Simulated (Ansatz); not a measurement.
# FHNSi2 (charge +1): what the fields show

The calculation's input:

```
crystal:
  periodic: [false, false, false]
  atoms:
    - {symbol: F, position_ang: [-1.162760, -1.185611, 0.314331]}
    - {symbol: N, position_ang: [0.741049, -0.062062, -0.321871]}
    - {symbol: Si, position_ang: [0.572249, -1.779023, -0.053598]}
    - {symbol: Si, position_ang: [-0.832297, 0.626750, -0.007959]}
    - {symbol: H, position_ang: [1.587510, 0.437497, -0.604731]}
basis:
  gaussian: {orbitals: def2-TZVPD}
total_charge: 1
hamiltonian: {xc: pbe0}
output: {forces: true, orbitals: {seedname: orbitals}}
```

Run with:

```sh
ansatz run input.yaml --threads 1 --pin off --max-ram 2610MiB --events-out events.jsonl --progress --plain --runs-dir runs
```

Geometry: PBE0-D3(BJ)/def2-SVP.

These are results of isolated molecule in a Gaussian basis; Kohn-Sham density functional theory, functional PBE0 (Ansatz), not measurements.

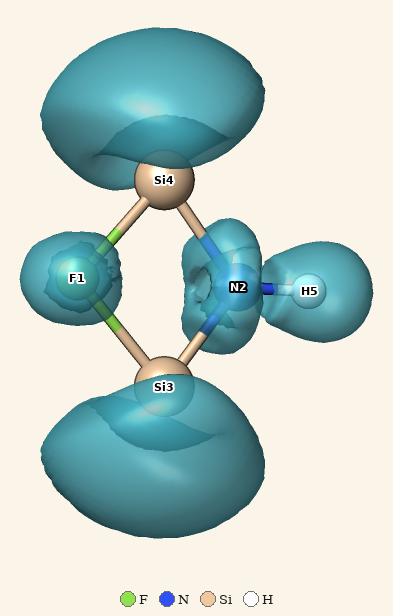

Figure 1. Isosurface of the electron localisation function at 0.8 (cyan), seen at a tilt. Only the valence region is drawn (cores and ρ < 0.01 e/Å³ removed).

Identify the bonds, lone pairs and shells in this picture.

The surface consists of one region around a hydrogen nucleus, one region on N in which the atom's valence shell and bonds are merged, two lobes on Si, pointing away from the bonds (lone pairs) and one region wrapped around F (its lone pairs, merged into a ring or cap). Along the contacts the grid gives the following. Si–N (1.75 Å): the ELF peaks at about 0.90 between the atoms: a polar covalent bond. Si–F (1.87 Å): the ELF peaks at about 0.85 in the valence shell of F, 0.5 Å from its nucleus, and is about 0.45 at the midpoint.

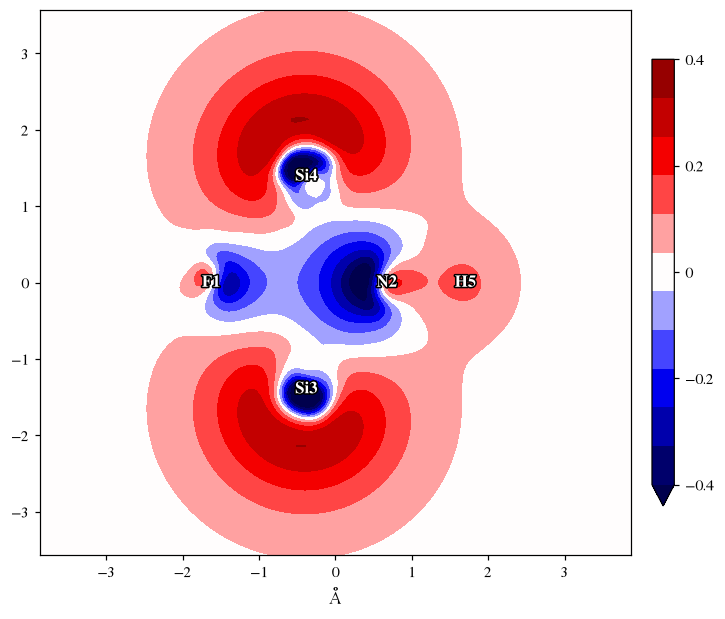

Figure 2. The HOMO−1 on the molecular plane (values in Å⁻³ᐟ²; the overall sign is arbitrary).

Describe this orbital and give its energy.

By Hirshfeld shares it lies mainly on Si4 (about 45 %), Si3 (about 45 %) and N2 (about 10 %); it is symmetric in the molecular plane (an in-plane orbital: σ, lone-pair or in-plane π type). Its energy is −14.97 eV.

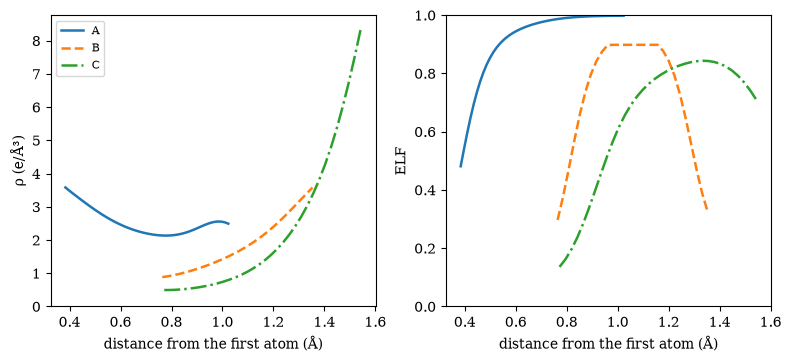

Figure 3. Total electron density and electron localisation function along straight lines between neighbouring atoms. The curves leave out the atomic cores.

Which curve belongs to which contact (N–H, Si–F and Si–N)? The first atom named is at distance zero.

Curve A: N–H (1.02 Å): ρ is about 2.8 e/Å³ halfway; the ELF climbs to about 1 towards the hydrogen, as it does in any bond to H; a covalent bond by its length. Curve B: Si–N (1.75 Å): the density is about 1.1 e/Å³ at the midpoint; the ELF peaks at about 0.90 between the atoms, as expected for a polar covalent bond. Curve C: Si–F (1.87 Å): ρ at the midpoint is about 0.62 e/Å³; the ELF peaks at about 0.85 in the valence shell of F, 0.5 Å from its nucleus, and is about 0.45 at the midpoint.
